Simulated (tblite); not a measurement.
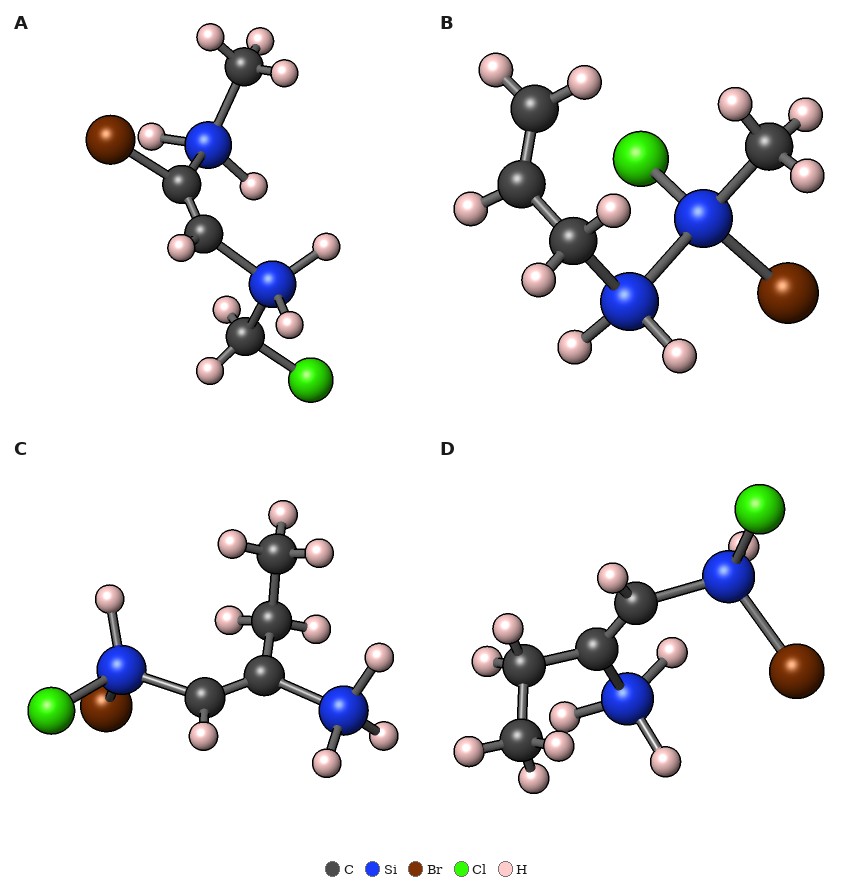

(Drawn from a calculation with tblite.)

### Which panel belongs to which SMILES?
(1) CC/C([SiH3])=C\[Si@H](Cl)Br
(2) C[SiH2]/C(Br)=C\[SiH2]CCl
(3) CC/C([SiH3])=C/[Si@@H](Cl)Br
(4) C=CC[SiH2][Si@](C)(Cl)Br

A is (2), B is (4), C is (1), D is (3).
